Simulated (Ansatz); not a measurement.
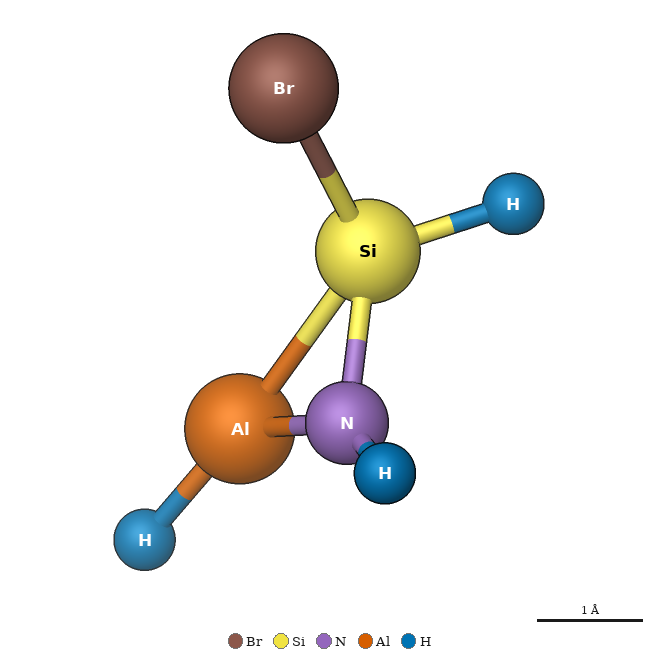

The picture shows the input geometry.

Input file:

```yaml
crystal:
  periodic: [false, false, false]
  atoms:
    - {symbol: Br, position_ang: [-1.623406, -2.028094, 1.089614]}
    - {symbol: Si, position_ang: [-0.884139, -0.024976, 0.395719]}
    - {symbol: N, position_ang: [0.848922, 0.140535, 0.312626]}
    - {symbol: Al, position_ang: [0.473409, 0.317985, -1.420623]}
    - {symbol: H, position_ang: [-1.595422, 0.915980, 1.300058]}
    - {symbol: H, position_ang: [1.554815, 0.093745, 1.033217]}
    - {symbol: H, position_ang: [1.287019, 0.516724, -2.756313]}
basis:
  gaussian: {orbitals: ANO-RCC-VTZP, final_grid: {core_spheres: 8, valence_spheres: 7, degree: 23}}
total_charge: 1
magnetization: {spin_polarized: true, initial_magnetization: 1}
hamiltonian: {xc: {name: wPBEh}}
output: {forces: true}
```

Command:

```sh
ansatz run in.yaml --threads 2 --pin off --events-out ev --progress --plain --max-ram 4352MiB
```

Result:

```
Functional definition: wPBEh
  name "wPBEh"
  cite "Heyd, Scuseria & Ernzerhof, J. Chem. Phys. 118, 8207 (2003) doi:10.1063/1.1564060"
  cite "Krukau, Vydrov, Izmaylov & Scuseria, J. Chem. Phys. 125, 224106 (2006) doi:10.1063/1.2404663"
  cite "Heyd & Scuseria, J. Chem. Phys. 120, 7274 (2004) doi:10.1063/1.1668634"
  cite "Ernzerhof & Perdew, J. Chem. Phys. 109, 3313 (1998) doi:10.1063/1.476928"
  cite "Perdew, Burke & Ernzerhof, Phys. Rev. Lett. 77, 3865 (1996) doi:10.1103/PhysRevLett.77.3865"
  parent pbe
  parameter a = 0.25
  parameter omega = 0.11/bohr
  exchange = wpbe_x - a*pbe_x_sr(omega) + a*exact_x_sr(omega)
  correlation = pbe_c
1634 factors; their error is unknown
105 factors; integrals over basis functions are off by at most 1.6e-6 eV
mean field evaluation 1: about -86924.8926 eV, gradient 6.5e1 eV
mean field evaluation 2: about -86822.5526 eV, gradient 1.2e2 eV
mean field evaluation 4: about -86941.6777 eV, gradient 9.6e0 eV
mean field evaluation 8: about -86942.0897 eV, gradient 1.6e-1 eV
mean field evaluation 16: about -86942.3343 eV, gradient 1.8e-3 eV
mean field -86942.33426674 eV, -3195.0718526718 hartree, gradient 6.1e-5 eV, S^2 0.755695; 2 other end points of the search recorded, 0 dependent functions left out
the calculation of the forces begins
reference -86942.33431664 eV, -3195.0718545058 hartree; 36, 35 occupied and 147, 148 virtual orbitals, 1634 factors
Total energy: -86942.33431664 eV, -3195.0718545058 hartree
Relativity: scalar
Atom 0 at    -1.623406    -2.028094     1.089614 Å, force     0.213093     0.800113    -0.699024 eV/Å
Atom 1 at    -0.884139    -0.024976     0.395719 Å, force    -0.075906    -1.309530     3.645752 eV/Å
Atom 2 at     0.848922     0.140535     0.312626 Å, force    -2.027188     0.107243    -1.458392 eV/Å
Atom 3 at     0.473409     0.317985    -1.420623 Å, force     2.536907     0.249178    -1.011390 eV/Å
Atom 4 at    -1.595422     0.915980     1.300058 Å, force    -0.211531     0.210867    -0.530595 eV/Å
Atom 5 at     1.554815     0.093745     1.033217 Å, force     0.059531    -0.035025     0.018223 eV/Å
Atom 6 at     1.287019     0.516724    -2.756313 Å, force    -0.494907    -0.022845     0.035425 eV/Å
Dipole moment:     0.611364     0.922905    -0.819597 e Å
```

The run converged.
